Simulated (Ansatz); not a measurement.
Consider CH8B2InN (SMILES CB[BH][InH][NH2]).

The calculation's input:

```
crystal:
  periodic: [false, false, false]
  atoms:
    - {symbol: C, position_ang: [-0.393811, 0.042159, 2.160762]}
    - {symbol: B, position_ang: [0.399256, -0.925581, 1.214798]}
    - {symbol: B, position_ang: [1.404120, -0.607652, 0.010293]}
    - {symbol: In, position_ang: [0.201136, -0.383433, -1.900099]}
    - {symbol: N, position_ang: [-0.722518, 1.391664, -2.168108]}
    - {symbol: H, position_ang: [-0.214877, 1.106799, 2.006949]}
    - {symbol: H, position_ang: [-0.117378, -0.204520, 3.193984]}
    - {symbol: H, position_ang: [-1.470998, -0.146036, 2.101258]}
    - {symbol: H, position_ang: [0.149628, -2.109362, 1.310259]}
    - {symbol: H, position_ang: [2.589984, -0.538343, -0.112361]}
    - {symbol: H, position_ang: [-0.133005, -1.486401, -3.180056]}
    - {symbol: H, position_ang: [-0.557732, 2.199558, -1.590484]}
    - {symbol: H, position_ang: [-1.133815, 1.661139, -3.047193]}
basis:
  gaussian: {orbitals: def2-TZVPP}
hamiltonian: {xc: pbe0, dispersion: d4}
output: {orbitals: {seedname: orbitals}}
```

Launched as:

```sh
ansatz run in.yaml --threads 4 --pin off --events-out ev --progress --plain --max-ram 10444MiB
```

Geometry: PBE0-D4/def2-TZVP; core potentials replace the inner electrons of In.

Computed with RKS PBE0-D4/def2-TZVPP in Ansatz.

What can the converged electron density and electron localisation function tell about the bonding?

In–N (2.02 Å): ρ at the midpoint is about 0.78 e/Å³; the ELF peaks at about 0.85 in the valence shell of N, 0.6 Å from its nucleus, and drops to about 0.15 between the two atoms.
In–B (2.27 Å): ρ at the midpoint is about 0.56 e/Å³; the ELF peaks at about 0.90 in the valence shell of B, 0.8 Å from its nucleus, and drops to about 0.20 between the two atoms.
N–H (1.01 Å): ρ at the midpoint is about 2.9 e/Å³; the ELF climbs to about 1 towards the hydrogen, as it does in any bond to H (a covalent bond by its length).

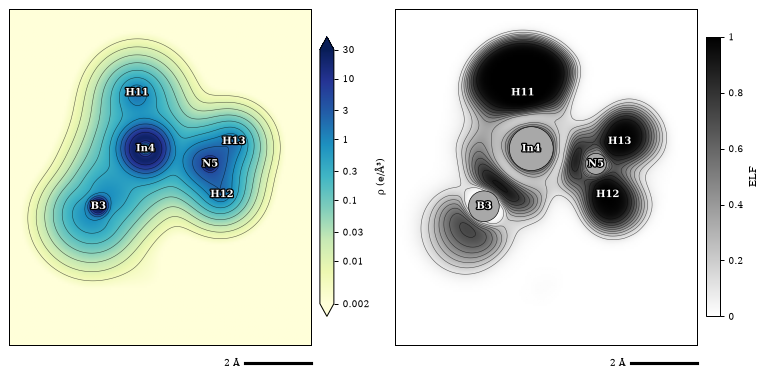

Computed electron density and electron localisation function on the plane of atoms B3, In4 and N5, in this order. Grey discs cover the atomic cores in the ELF map. 
